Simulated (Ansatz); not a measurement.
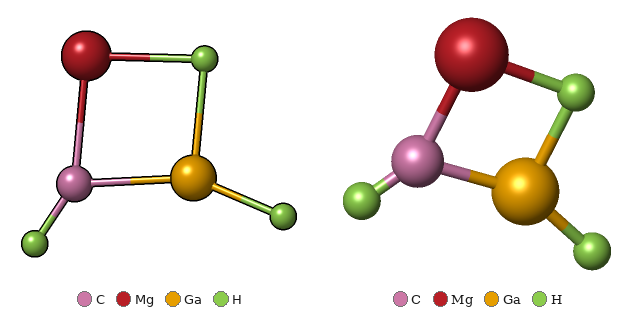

The same structure drawn twice, from different directions.

What does the picture show?

The molecule is CH3GaMg. The point group is Cs. All atoms lie on one plane. Coordination, clear cases only: 1 Mg bent; 1 Ga trigonal planar.

More results for the same structure follow; atom numbers are the same in all pictures, views and colours differ. Computed geometry: PBE0-D4/def2-TZVP optimisation. No frequency run is at hand to confirm it as a minimum.

### Charges

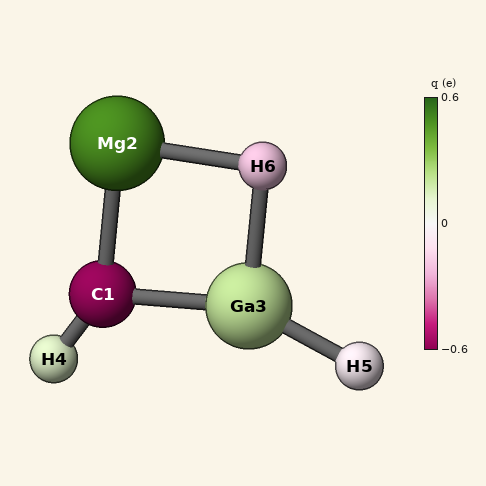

Atoms are coloured by their Mulliken charges. No frequency run is at hand to confirm it as a minimum. Properties computed with RKS PBE0-D4/def2-TZVP (Ansatz 0.2.0).

List the Mulliken charges.

```
atom  value (e)
  C1      −0.57
 Mg2       0.48
 Ga3       0.21
  H4       0.13
  H5      −0.06
  H6      −0.19
```

### Electronic properties

No frequency run is at hand to confirm it as a minimum. Level of theory: RKS PBE0-D4/def2-TZVPP (Ansatz 0.2.0).

What does the calculation give?

- HOMO energy (Kohn–Sham orbital): −5.18 eV
- LUMO energy (Kohn–Sham orbital): −2.73 eV
- HOMO–LUMO gap: 2.45 eV

### Dipole moment

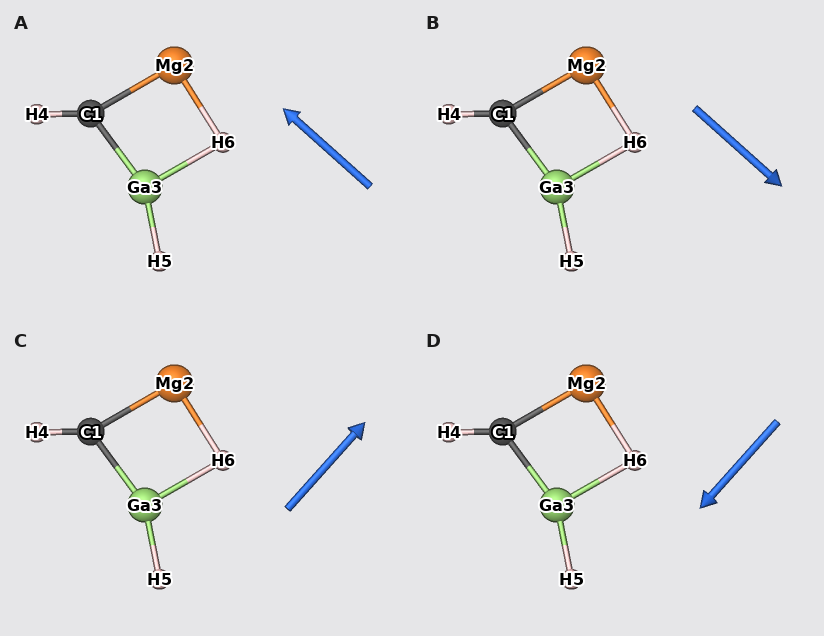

The same molecule four times, each with an arrow. No frequency run is at hand to confirm it as a minimum. Level of theory: RKS PBE0-D4/def2-TZVP (Ansatz 0.2.0).

Question: Which arrow points along the dipole moment, from the negative to the positive end?

Answer: C. The dipole moment is 4.74 D; it points from the side of H5 to the side of Mg2 (the outermost atoms at the two ends).

Mulliken values depend strongly on the basis set and can even reverse the polarity of a bond.
